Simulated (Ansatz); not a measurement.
# How aqueous Rb+ and F- changes with salt concentration

How do pressure, forces, levels, charges and cost change as salt is added?

Computed with Ansatz 0.2.0: Kohn-Sham DFT, PBE+D3(BJ), PAW (set soft_2). Every run is a single point, with the atoms held where the recipe put them (cutoff of the plane-wave runs 420 eV, gaussian smearing of 0.05 eV).

First member: 69 H2O, 1 Rb+, 1 F- placed at random, at 1.07 g/cm³; overlaps pushed apart, then 10 ps at 420 K with Joung-Cheatham ions (J. Phys. Chem. B 112, 9020 (2008)); SPC/E water (Berendsen, Grigera and Straatsma, J. Phys. Chem. 91, 6269 (1987)). Snapshot after 20 ps at 300 K and fixed volume.

Last member: 65 H2O, 7 Rb+, 7 F- placed at random, at 1.5 g/cm³; overlaps pushed apart, then 10 ps at 420 K with Joung-Cheatham ions (J. Phys. Chem. B 112, 9020 (2008)); SPC/E water (Berendsen, Grigera and Straatsma, J. Phys. Chem. 91, 6269 (1987)). Snapshot after 20 ps at 300 K and fixed volume.

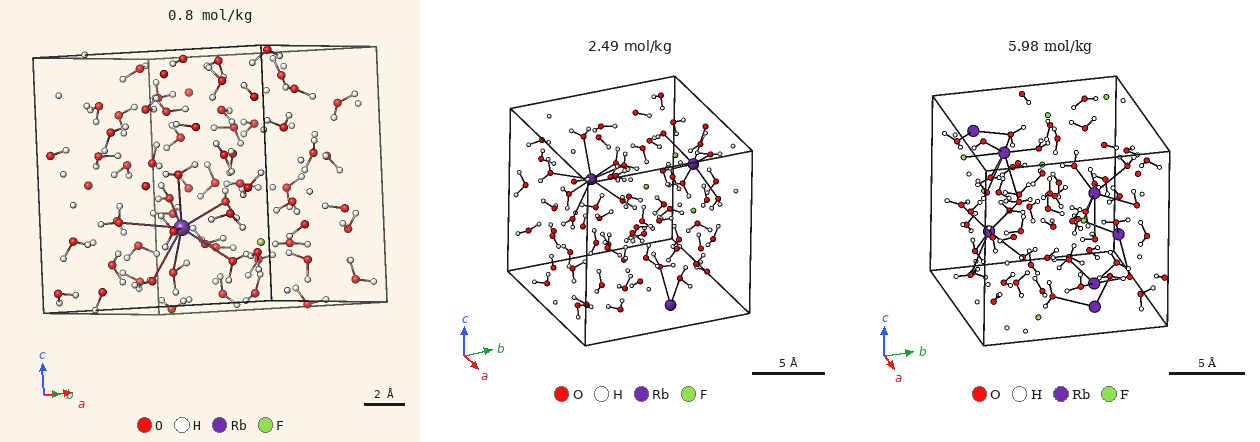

Three members of the series, labelled by salt concentration. Bonds to atoms that aren't drawn are left out. Some periodic images of atoms are drawn too.

The members:

```csv
salt concentration (mol/kg),reduced formula,atoms,valence electrons,k-mesh,basis,density (g/cm³)
0.8,RbH138O69F,209,568,1×1×1,plane waves,1.07
1.63,RbH68O34F,208,576,1×1×1,plane waves,1.14
2.49,Rb3H134O67F3,207,584,1×1×1,plane waves,1.21
4.2,Rb5H132O66F5,208,608,1×1×1,plane waves,1.35
5.98,Rb7H130O65F7,209,632,1×1×1,plane waves,1.50
```

Each cell is one sample from a classical run, so sample-to-sample scatter enters every column; pressures lack the kinetic term, and hold the strain of bonds inside molecules, whose lengths the classical model set.

The input of the first member, without its atom lines; other members have their own cell and atoms, and may differ in mesh, basis and outputs:

```yaml
crystal:
  lattice:
    - [12.79185, 0.0, 0.0]
    - [0.0, 12.79185, 0.0]
    - [0.0, 0.0, 12.79185]
  atoms:
    [... 209 lines ...]
kpoints:
  mp_grid: { grid: [1, 1, 1] }
hamiltonian:
  xc: pbe
  dispersion: d3bj
scf:
  occupations: { method: gaussian, width: 0.05 }
output:
  forces: true
  stress: true
  populations: intrinsic
  dos:
    method: { smearing: { sigma: 0.1 } }
    de: 0.1
    projected: { site_lists: { F: [F], H: [H], O: [O], Rb: [Rb] } }
  eigenvalues: true
  write_density: true
  write_potential: true
  volumetric_format: npy
```

Results; charges are mean intrinsic-atomic-orbital charges in e:

```
salt concentration (mol/kg)  pressure (GPa)  r.m.s. force (eV/Å)  gap (eV)   q(F)   q(O)  q(Rb)
                        0.8           -2.41                0.497                4.10  -0.58  -0.76  +0.86
                       1.63           -2.11                0.532                3.75  -0.57  -0.77  +0.86
                       2.49           -2.30                0.544                3.53  -0.58  -0.77  +0.86
                        4.2           -1.89                0.535                3.65  -0.60  -0.77  +0.86
                       5.98           -1.51                0.543                3.65  -0.58  -0.78  +0.86
```

The gap is that between the highest filled and lowest empty Kohn-Sham level on the run's k-points, and semilocal functionals tend to put gaps under measured ones. Each mean runs over all atoms of an element, whatever their surroundings.

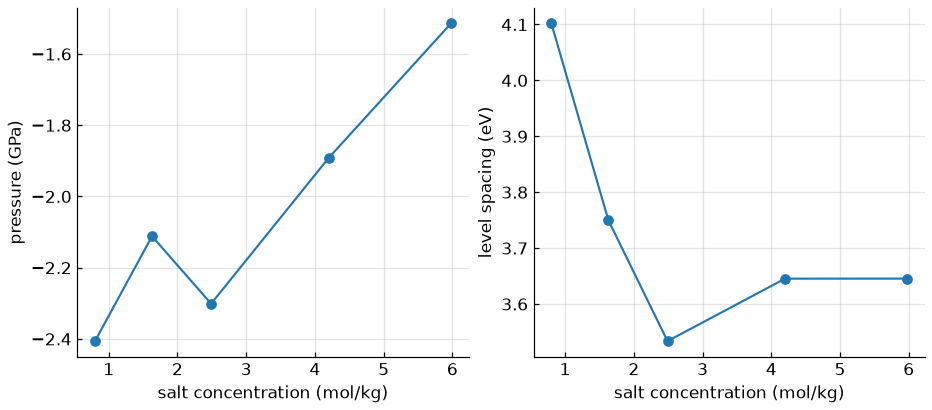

Results against salt concentration.

Cost on 8 threads of Arm Neoverse V2, shared host:

```csv
salt concentration (mol/kg),atoms,basis,k-mesh,SCF cycles,time,host memory (GiB),Δ force from the first basis (meV/Å)
0.8,209,plane waves,1×1×1,9,24 s,3.0,-
0.8,209,support functions,1×1×1,13,80 s,5.3,12
1.63,208,plane waves,1×1×1,9,24 s,3.0,-
1.63,208,support functions,1×1×1,13,80 s,5.2,12
2.49,207,plane waves,1×1×1,9,25 s,3.0,-
2.49,207,support functions,1×1×1,14,84 s,5.2,12
4.2,208,plane waves,1×1×1,9,26 s,3.1,-
4.2,208,support functions,1×1×1,15,74 s,5.2,12
5.98,209,plane waves,1×1×1,9,27 s,3.1,-
5.98,209,support functions,1×1×1,15,78 s,5.3,12
```

The force difference holds the basis error of the plane-wave run too, whose cutoff is lower than the one behind the functions' grid. Times include the outputs that each run asked for, on hosts shared with other jobs.

**Reading.** The gap is lowest at 2.49 mol/kg (3.53 eV) and highest at 0.8 mol/kg (4.1 eV); in single samples it varies with the configuration. The pressure is lowest at 0.8 mol/kg (-2.4 GPa) and highest at 5.98 mol/kg (-1.5 GPa), rising overall but not at every step; the recipes set unlike densities, and the bond lengths of the classical model enter the pressure too. Support functions take 2.9 to 3.4 times the wall time of plane waves (the times hold unlike extra outputs; shared hosts, so rough).

Caveats: The network of contacts between molecules at the start is that of the classical potential that made the cell, and needn't be the one that DFT or experiment would give.

[Logs are printed without paths, hosts, clocks, repeated set-up lines and the standing remarks that a program may print on its own settings, such as how far it seeks lower states.]

[Hosts, paths, dates, database ids (printed as entryN), source tags and the programs' standing remarks are cut or masked in the printed files.]
